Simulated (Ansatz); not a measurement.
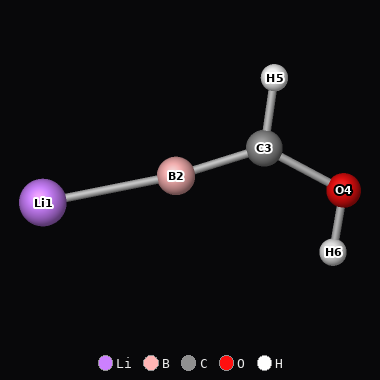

The system is CH₂BLiO, SMILES [Li][B]=CO; the picture shows the reference structure. First axis: bond length B2–C3. Second axis: bond length C3–O4. Nothing is relaxed (all other coordinates rigid). Grid: 15 × 15 points. All energies are given in eV relative to the lowest grid point. The reference is spin-restricted, which grows unreliable where a bond is stretched far. Level of theory: Ansatz 0.2.0, RKS B3LYP-D4/def2-TZVP.

Its coordinates:

```yaml
atoms:
  - { symbol: Li, position_ang: [-1.8300, 2.4101, 0.3204] }
  - { symbol: B, position_ang: [-0.4874, 0.8273, 0.1318] }
  - { symbol: C, position_ang: [0.5353, -0.1525, 0.0448] }
  - { symbol: O, position_ang: [0.5684, -1.4995, -0.2876] }
  - { symbol: H, position_ang: [1.5394, 0.2016, 0.2891] }
  - { symbol: H, position_ang: [-0.3258, -1.7870, -0.4985] }
```

Range: bond length B2–C3 from 1.164 to 2.129 Å; bond length C3–O4 from 1.193 to 1.943 Å.

**Predict the map.**

The lowest grid point is at bond length B2–C3 = 1.439 Å, bond length C3–O4 = 1.408 Å. No other kind of well shows on this grid. The highest grid point, bond length B2–C3 = 2.129 Å, bond length C3–O4 = 1.943 Å, lies 5.89 eV above the lowest. Round the minimum the two coordinates are weakly coupled (coupling 0.07 in units of the two stiffnesses).

| bond length C3–O4 ↓, bond length B2–C3 → | 1.164 | 1.233 | 1.301 | 1.370 | 1.439 | 1.508 | 1.577 | 1.646 | 1.715 | 1.784 | 1.853 | 1.922 | 1.991 | 2.060 | 2.129 |
| --- | --- | --- | --- | --- | --- | --- | --- | --- | --- | --- | --- | --- | --- | --- | --- |
| 1.943 | 4.06 | 2.95 | 2.35 | 2.09 | 2.09 | 2.26 | 2.55 | 2.91 | 3.33 | 3.77 | 4.21 | 4.65 | 5.08 | 5.50 | 5.89 |
| 1.889 | 3.82 | 2.71 | 2.11 | 1.85 | 1.84 | 2.01 | 2.30 | 2.67 | 3.08 | 3.51 | 3.96 | 4.40 | 4.83 | 5.24 | 5.64 |
| 1.836 | 3.58 | 2.47 | 1.86 | 1.61 | 1.60 | 1.77 | 2.05 | 2.42 | 2.83 | 3.26 | 3.71 | 4.15 | 4.57 | 4.99 | 5.38 |
| 1.782 | 3.33 | 2.22 | 1.62 | 1.35 | 1.35 | 1.51 | 1.80 | 2.16 | 2.57 | 3.00 | 3.44 | 3.88 | 4.31 | 4.72 | 5.11 |
| 1.729 | 3.09 | 1.98 | 1.37 | 1.11 | 1.10 | 1.26 | 1.54 | 1.90 | 2.31 | 2.74 | 3.18 | 3.62 | 4.04 | 4.45 | 4.85 |
| 1.675 | 2.86 | 1.74 | 1.13 | 0.86 | 0.85 | 1.01 | 1.29 | 1.65 | 2.05 | 2.48 | 2.92 | 3.35 | 3.78 | 4.18 | 4.57 |
| 1.622 | 2.64 | 1.52 | 0.90 | 0.64 | 0.62 | 0.78 | 1.05 | 1.41 | 1.81 | 2.23 | 2.67 | 3.10 | 3.52 | 3.92 | 4.31 |
| 1.568 | 2.44 | 1.32 | 0.70 | 0.42 | 0.40 | 0.55 | 0.83 | 1.18 | 1.57 | 2.00 | 2.43 | 2.85 | 3.27 | 3.67 | 4.06 |
| 1.515 | 2.28 | 1.15 | 0.52 | 0.25 | 0.22 | 0.37 | 0.63 | 0.98 | 1.37 | 1.79 | 2.22 | 2.64 | 3.05 | 3.45 | 3.83 |
| 1.461 | 2.16 | 1.03 | 0.40 | 0.11 | 0.08 | 0.22 | 0.48 | 0.82 | 1.20 | 1.62 | 2.04 | 2.46 | 2.86 | 3.26 | 3.63 |
| 1.408 | 2.12 | 0.98 | 0.34 | 0.04 | 0.00 | 0.13 | 0.39 | 0.72 | 1.10 | 1.50 | 1.92 | 2.33 | 2.73 | 3.12 | 3.49 |
| 1.354 | 2.17 | 1.02 | 0.37 | 0.06 | 0.01 | 0.14 | 0.38 | 0.70 | 1.07 | 1.47 | 1.88 | 2.28 | 2.68 | 3.06 | 3.42 |
| 1.301 | 2.36 | 1.19 | 0.52 | 0.21 | 0.14 | 0.26 | 0.49 | 0.80 | 1.16 | 1.55 | 1.95 | 2.35 | 2.73 | 3.10 | 3.46 |
| 1.247 | 2.72 | 1.53 | 0.86 | 0.52 | 0.44 | 0.54 | 0.76 | 1.06 | 1.41 | 1.79 | 2.18 | 2.56 | 2.94 | 3.30 | 3.65 |
| 1.193 | 3.32 | 2.12 | 1.42 | 1.07 | 0.98 | 1.06 | 1.26 | 1.55 | 1.88 | 2.25 | 2.62 | 2.99 | 3.36 | 3.71 | 4.05 |

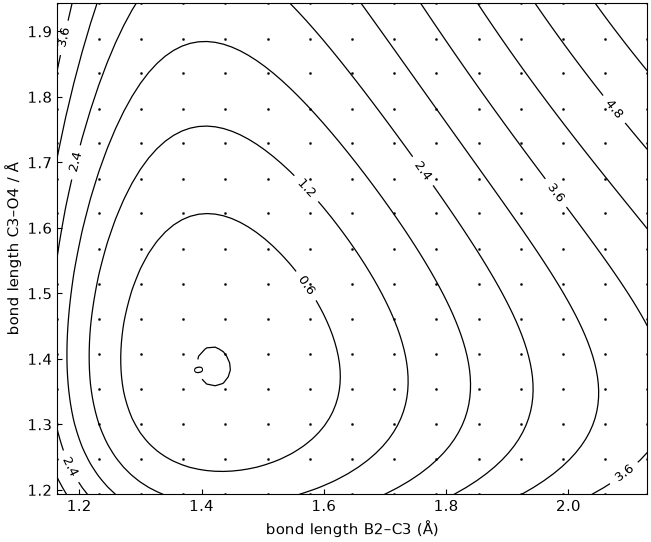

The picture shows contour lines labelled in eV, dots at the grid points. Between grid points the surface is interpolated.

Each point was launched as `ansatz run input.yaml --threads 1 --pin off --max-ram 2560MiB --backend cpu --events-out ev --progress --plain --runs-dir out`. The whole map (225 points run) took 5.9 min on 1 thread of AMD EPYC 9R45 96-Core Processor (Zen 5), on a shared host.
